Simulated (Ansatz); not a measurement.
## Hypothetical CdI2 type HfH2, thickness series

Consider HfH2 in the CdI2 type structure (space group P-3m1, No. 164; a = 3.066 Å, c = 4.389 Å; a hypothetical phase, not in the database extracts checked; layered, stacked along the Cartesian z axis).

Free-standing slabs (3 atom(s) a layer) normal to the stacking axis with 15 Å of vacuum; in-plane cell relaxed.

The values are results of Kohn–Sham DFT with the r2SCAN+rVV10 functional, run in Ansatz (an electronic-structure program) with PAW and 500 eV plane waves, without spin-orbit coupling, not measurements.

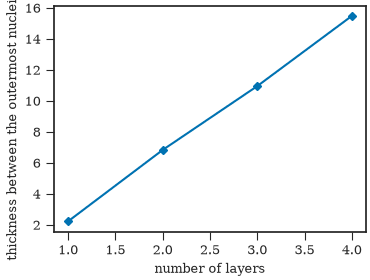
Figure: Thickness between the outermost nuclei against number of layers

| number of layers | thickness between the outermost nuclei |
|---|---|
| 1 | 2.23 Å |
| 2 | 6.84 Å |
| 3 | 10.96 Å |
| 4 | 15.48 Å |

No phonon test of stability was made. The final runs are not spin-polarised.
